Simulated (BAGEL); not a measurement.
# C2H2BrN (bromoacetonitrile): HF/def2-SVPD (density fitting with qzvpp-jkfit)

Aim: the energy change on altering one bond length of C2H2BrN (bromoacetonitrile) at HF/def2-SVPD (density fitting with qzvpp-jkfit), from 2 runs. 

The results are computed with BAGEL 1.2.2.

7 further runs of the same task are left out: 6 that didn't finish, 1 set aside as unsound or not needed. Runs told in other sessions of the task aren't counted.

**1. The structure to begin with**

The species is C2H2BrN (6 atoms), meant as a singlet with charge 0. As SMILES, `N#CCBr`. The shape is that of a PBE0-D4/def2-TZVP optimisation.

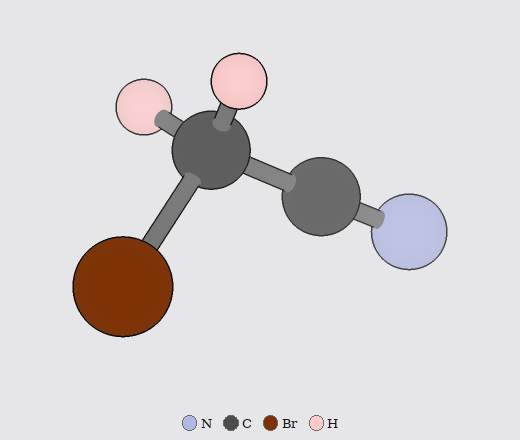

Viewed from a chosen angle; nitrogen light blue, carbon dark grey, bromine brown, hydrogen pink.

**2. The energy at HF/def2-SVPD (density fitting with qzvpp-jkfit)**

job.json reads:

```json
{ "bagel": [

{
  "title": "molecule",
  "basis": "def2-svpd.json",
  "df_basis": "qzvpp-jkfit",
  "angstrom": true,
  "geometry": [
    { "atom": "N", "xyz": [    0.466200,   -1.957100,    0.836200 ] },
    { "atom": "C", "xyz": [    0.272900,   -0.905000,    0.416300 ] },
    { "atom": "C", "xyz": [    0.051500,    0.425400,   -0.099600 ] },
    { "atom": "Br", "xyz": [   -1.556700,    0.505200,   -1.181800 ] },
    { "atom": "H", "xyz": [    0.881600,    0.732400,   -0.733000 ] },
    { "atom": "H", "xyz": [   -0.073400,    1.135200,    0.715800 ] }
  ]
},
{ "title": "hf" },
{ "title": "print", "file": "orbitals.molden", "orbitals": true }

]}
```

The basis set def2-SVPD is read from a file made from the Basis Set Exchange's data (not shown).

Launch:

```sh
$ BAGEL_NUM_THREADS=1 BAGEL job.json > job.out
```

Output:

```text
* using 1 threads per process

  ===============================================================
  ===============================================================

  *** Geometry ***

  { "atom" : "N", "xyz" : [      0.880990,     -3.698383,      1.580189 ] },
  { "atom" : "C", "xyz" : [      0.515706,     -1.710202,      0.786693 ] },
  { "atom" : "C", "xyz" : [      0.097321,      0.803889,     -0.188217 ] },
  { "atom" : "Br", "xyz" : [     -2.941737,      0.954690,     -2.233278 ] },
  { "atom" : "H", "xyz" : [      1.665983,      1.384035,     -1.385169 ] },
  { "atom" : "H", "xyz" : [     -0.138706,      2.145217,      1.352666 ] },

  Number of auxiliary basis functions:      529

  Since a DF basis is specified, we compute 2- and 3-index integrals:
    o Being stored without compression. Storage requirement is 0.058 GB

  Number of basis functions:      117
  Number of electrons      :       56

    * METHOD: MOLECULE                             0.29

  *** RHF ***

  === Nuclear Repulsion ===
   198.7248853304

      * DIIS with orbital gradients will be used.

  === RHF iteration (def2-svpd.json) ===
      0      -2703.20652748          0.01219133           0.12
      1      -2703.27262147          0.01018065           0.12
      2      -2703.33469405          0.00181786           0.12
      3      -2703.33745618          0.00048100           0.12
      4      -2703.33765664          0.00010383           0.12
      5      -2703.33767244          0.00003355           0.12
      6      -2703.33767388          0.00001184           0.12
      7      -2703.33767406          0.00000425           0.11
      8      -2703.33767408          0.00000243           0.11
      9      -2703.33767408          0.00000121           0.12
     10      -2703.33767409          0.00000053           0.12
     11      -2703.33767409          0.00000026           0.11
     12      -2703.33767409          0.00000009           0.11
     13      -2703.33767409          0.00000003           0.11
     14      -2703.33767409          0.00000002           0.11
     15      -2703.33767409          0.00000001           0.11
    * SCF iteration converged.

    * Permanent dipole moment:
           (   -0.231483,    -1.336566,     0.219058) a.u.

    * METHOD: HF                                   2.14

    * METHOD: PRINT                                0.02

  ===============================================================
```

It took 2.6 s on 1 thread of Arm Neoverse V2, shared host; peak memory 0.18 GiB.

**3. The distorted shape at the same level**

job.json reads:

```json
{ "bagel" : [

{
  "title" : "molecule",
  "basis" : "def2-svpd.json",
  "df_basis" : "qzvpp-jkfit",
  "angstrom" : true,
  "geometry" : [
    { "atom" : "N", "xyz" : [    0.576900,   -2.622301,    1.094150 ] },
    { "atom" : "C", "xyz" : [    0.383600,   -1.570201,    0.674250 ] },
    { "atom" : "C", "xyz" : [    0.051500,    0.425400,   -0.099600 ] },
    { "atom" : "Br", "xyz" : [   -1.556700,    0.505200,   -1.181800 ] },
    { "atom" : "H", "xyz" : [    0.881600,    0.732400,   -0.733000 ] },
    { "atom" : "H", "xyz" : [   -0.073400,    1.135200,    0.715800 ] }
  ]
},
{
  "title" : "hf"
},
{
  "title" : "print",
  "file" : "orbitals.molden",
  "orbitals" : true
}

]}
```

The basis set def2-SVPD is read from a file made from the Basis Set Exchange's data (not shown).

Launch:

```sh
$ BAGEL_NUM_THREADS=1 BAGEL job.json > job.out
```

Output:

```text
* using 1 threads per process

  ===============================================================
  ===============================================================

  *** Geometry ***

  { "atom" : "N", "xyz" : [      1.090183,     -4.955431,      2.067644 ] },
  { "atom" : "C", "xyz" : [      0.724899,     -2.967250,      1.274148 ] },
  { "atom" : "C", "xyz" : [      0.097321,      0.803889,     -0.188217 ] },
  { "atom" : "Br", "xyz" : [     -2.941737,      0.954690,     -2.233278 ] },
  { "atom" : "H", "xyz" : [      1.665983,      1.384035,     -1.385169 ] },
  { "atom" : "H", "xyz" : [     -0.138706,      2.145217,      1.352666 ] },

  Number of auxiliary basis functions:      529

  Since a DF basis is specified, we compute 2- and 3-index integrals:
    o Being stored without compression. Storage requirement is 0.058 GB

  Number of basis functions:      117
  Number of electrons      :       56

    * METHOD: MOLECULE                             0.28

  *** RHF ***

  === Nuclear Repulsion ===
   179.4733479149

      * DIIS with orbital gradients will be used.

  === RHF iteration (def2-svpd.json) ===
      0      -2703.06234964          0.01322591           0.12
      1      -2703.11890553          0.01180207           0.11
      2      -2703.21401149          0.00195150           0.11
      3      -2703.21913311          0.00058497           0.11
      4      -2703.21966798          0.00021544           0.11
      5      -2703.21975391          0.00008481           0.11
      6      -2703.21976500          0.00003732           0.11
      7      -2703.21976675          0.00000908           0.11
      8      -2703.21976690          0.00000431           0.11
      9      -2703.21976691          0.00000219           0.11
     10      -2703.21976692          0.00000052           0.11
     11      -2703.21976692          0.00000019           0.11
     12      -2703.21976692          0.00000009           0.12
     13      -2703.21976692          0.00000004           0.12
     14      -2703.21976692          0.00000002           0.11
     15      -2703.21976692          0.00000001           0.11
     16      -2703.21976692          0.00000001           0.11
    * SCF iteration converged.

    * Permanent dipole moment:
           (    0.091218,    -2.125124,     0.651053) a.u.

    * METHOD: HF                                   2.19

    * METHOD: PRINT                                0.02

  ===============================================================
```

Run time: 2.6 s. Hardware: 1 thread of Arm Neoverse V2, shared host; peak memory 0.18 GiB.

**4. Results**

At HF/def2-SVPD (density fitting with qzvpp-jkfit):

```
                                                         quantity           value
                                        first shape: total energy  -2703.33767 Eh
                                       first shape: dipole moment          3.49 D
                                         first shape: HOMO energy       -11.83 eV
                                         first shape: LUMO energy         1.67 eV
                                       first shape: HOMO–LUMO gap        13.50 eV
                                    distorted shape: total energy  -2703.21977 Eh
                                   distorted shape: dipole moment          5.65 D
                                     distorted shape: HOMO energy       -12.16 eV
                                     distorted shape: LUMO energy         0.44 eV
                                   distorted shape: HOMO–LUMO gap        12.60 eV
energy change with the C2–C3 bond stretched from 1.444 to 2.166 Å        3.208 eV
```

What this shows: With the C2–C3 bond stretched from 1.444 to 2.166 Å the energy rises by 3.21 eV (74 kcal/mol). The first shape isn't relaxed at this level, so the change isn't measured from a minimum.
